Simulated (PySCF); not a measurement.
**Run report: F²⁺, atomic calculation**

System: F²⁺, configuration 1s2 2s1 2p3 3s1, multiplicity 6.
Method: unrestricted TPSSh, aug-cc-pwCVQZ, non-relativistic, point nucleus (PySCF).

## The input
```python
from pyscf import gto, scf, dft, mp, cc
import basis_set_exchange as bse
mol = gto.M(atom="F 0 0 0", charge=2, spin=5, symmetry="D2h",
            basis=gto.basis.parse(bse.get_basis("aug-cc-pwCVQZ", elements=["F"], fmt="nwchem")))
mf = dft.UKS(mol, xc="TPSSH")
mf.irrep_nelec = {'Ag': (3, 1), 'B1u': (1, 0), 'B2u': (1, 0), 'B3u': (1, 0)}
mf.kernel()
```

The script is an equivalent of what the driver set up; the driver started from orbitals of its own, so the log can be shorter than this script's would be, and it computed the properties (radii, ⟨L²⟩, response) afterwards. It held the occupations shell by shell, which the script's counts by irreducible representation don't always enforce.

Hardware: 1 CPU thread, shared host.

## The program's output (extracts)
```
damping factor = 0
level_shift factor = 0
DIIS = <class 'pyscf.scf.diis.CDIIS'>
diis_start_cycle = 1
diis_space = 10
diis_damp = 0
SCF conv_tol = 1e-09
SCF conv_tol_grad = None
number electrons alpha = 6  beta = 1
XC functionals = TPSSH
    V. N. Staroverov, G. E. Scuseria, J. Tao, and J. P. Perdew.,  J. Chem. Phys. 119, 12129 (2003)
cycle= 1 E= -96.0369020386157  delta_E= -0.00211  |g|= 0.00659  |ddm|= 0.427
cycle= 2 E= -96.036912138566  delta_E= -1.01e-05  |g|= 0.000505  |ddm|= 0.0319
cycle= 3 E= -96.0369123073886  delta_E= -1.69e-07  |g|= 3.96e-05  |ddm|= 0.0038
cycle= 4 E= -96.0369123086902  delta_E= -1.3e-09  |g|= 1.98e-06  |ddm|= 0.000351
cycle= 5 E= -96.0369123086914  delta_E= -1.19e-12  |g|= 3.26e-07  |ddm|= 1.04e-05
converged SCF energy = -96.0369123086914  <S^2> = 8.7500063  2S+1 = 6.0000021
```

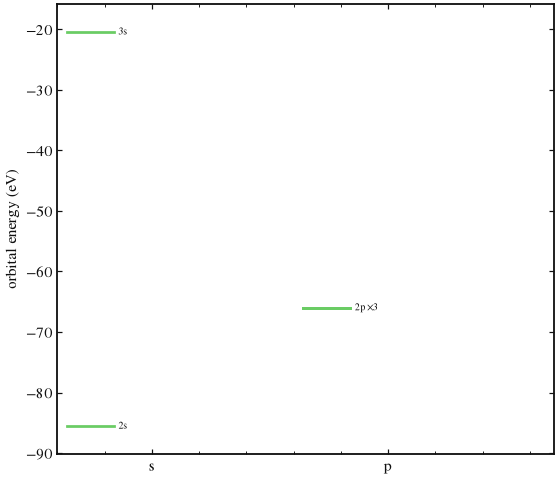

*Orbital energies of the mean field, from the top down to −85.6 eV, by angular momentum, α spin at the left of each column and β at the right; ×n counts the orbitals under one label. Empty levels that the record names by l alone aren't drawn.*

The highest filled orbital is 3s α at −20.4 eV, the lowest empty one s β at −58.7 eV.

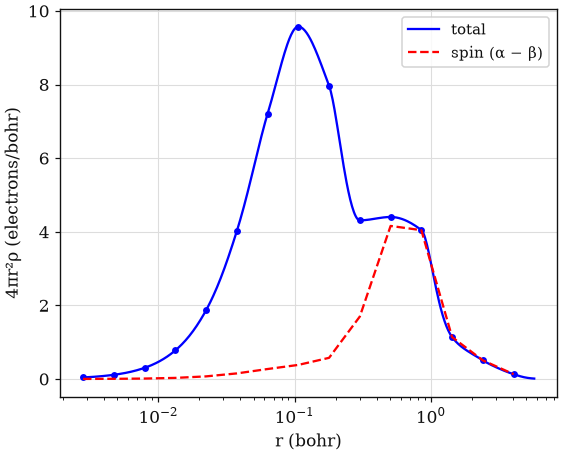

*Spherically averaged radial density 4πr²ρ of the mean field and its spin part; markers are the stored points, which are sparse, and the line is a monotone interpolation between them.*

The largest stored value is 9.57 electrons/bohr at r = 0.11 bohr. Root-mean-square radii of the shells: 1s 0.204, 2p 0.922, 2s 0.948, 3s 2.89 bohr.

## Summary

| quantity | value |
| --- | --- |
| outcome | converged |
| total energy | −96.036912 hartree |
| kinetic energy | 95.928868 hartree |
| ⟨S²⟩ | 8.750 |
| SCF iterations | 5 |
| CPU time | 2.7 s (integrals apart) |

## Remarks

This is not the ground configuration of the species.
